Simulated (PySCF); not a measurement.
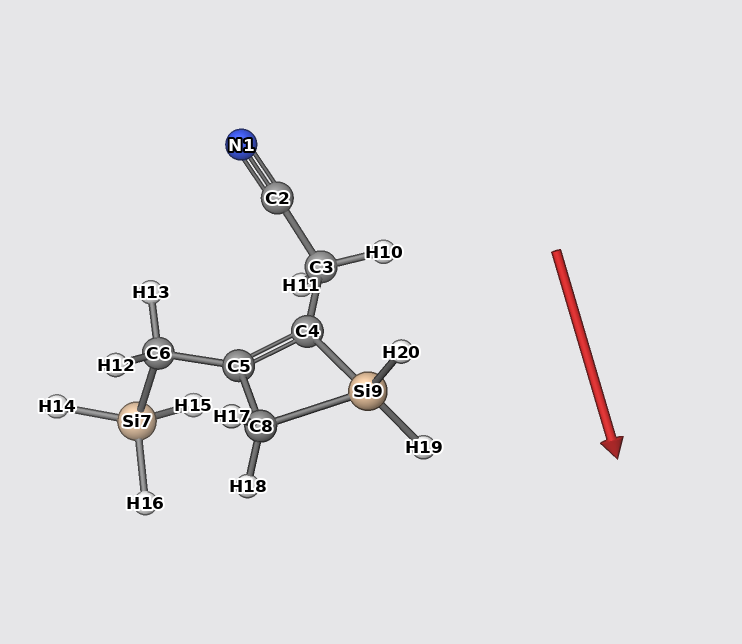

The arrow beside the molecule shows the direction of the dipole moment, from the negative to the positive end (its length means nothing). The computed structure is the end point of a GFN2-xTB optimisation. No frequency run is at hand to confirm it as a minimum. Level of theory: PBE0/pcSseg-1, gas phase (PySCF 2.14.0).

**How large is the dipole moment?**

3.57 D; it points from the side of N1 to the side of H16, H19 (the outermost atoms at the two ends).

The geometry is semi-empirical. Around Si such bond lengths and angles can be off by a tenth of an ångström or more and by several degrees, and values that hang on the shape move with them.
